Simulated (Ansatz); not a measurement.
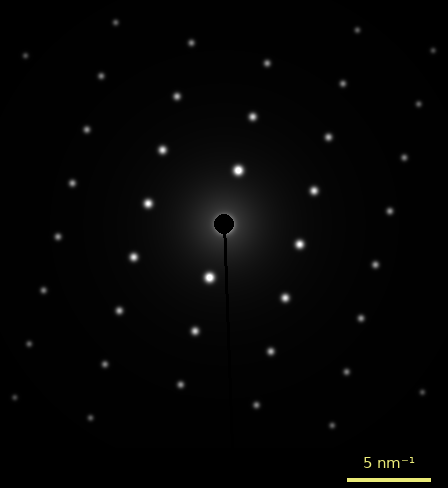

Computed electron diffraction pattern, 300 kV, single scattering only, B = 1 Å².

### Read the repeat vectors of the pattern off the scale bar.

The spots form a rectangular net whose two shortest vectors correspond to d = 2.99 Å and 2.12 Å, 90.0° apart.

### What is the point symmetry of the pattern, intensities included?

2mm.

### Which crystal and zone produced it?

This cannot be fixed from one zone alone; the pattern is [110] of Na, space group Im-3m (No. 229), a = 4.23 Å. The net vectors are 1 -1 0 and 0 0 2. Structure: the input geometry of an electronic-structure calculation (not necessarily at equilibrium).
